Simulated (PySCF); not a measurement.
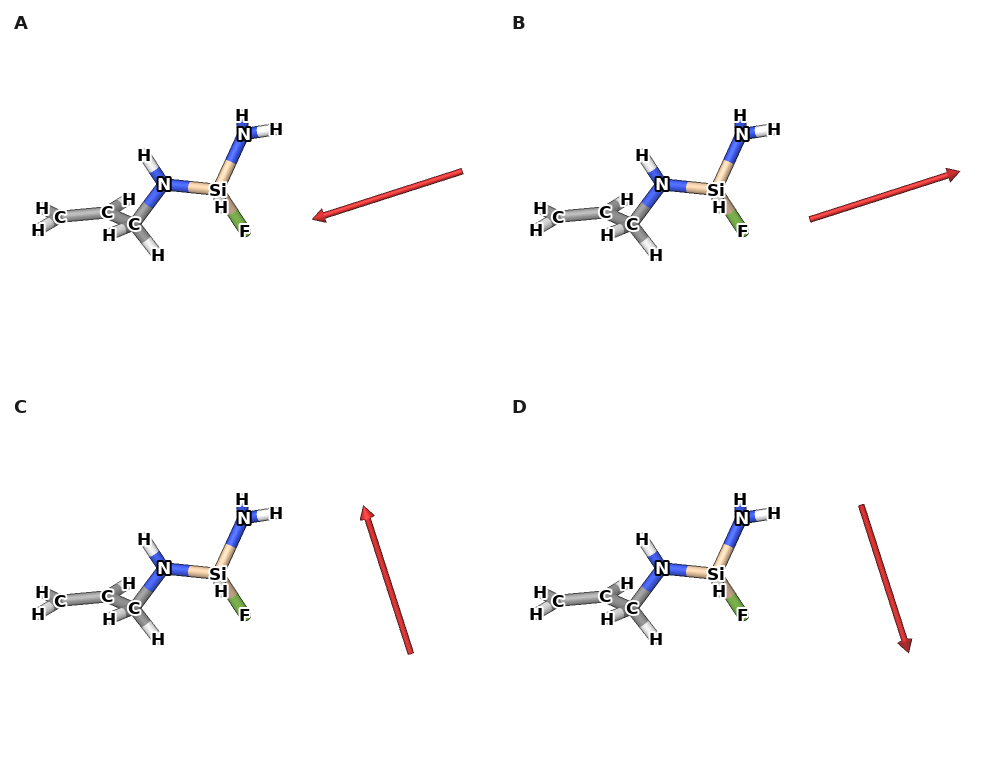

The same molecule four times, each with an arrow. Computed geometry: GFN2-xTB optimisation. No frequency run is at hand to confirm it as a minimum. Properties computed with PBE0/pcSseg-1, gas phase (PySCF 2.14.0).

Which arrow points along the dipole moment, from the negative to the positive end?

Answer. C. The dipole moment is 1.69 D.

The geometry is semi-empirical. Around Si such bond lengths and angles can be off by a tenth of an ångström or more and by several degrees, and values that hang on the shape move with them.
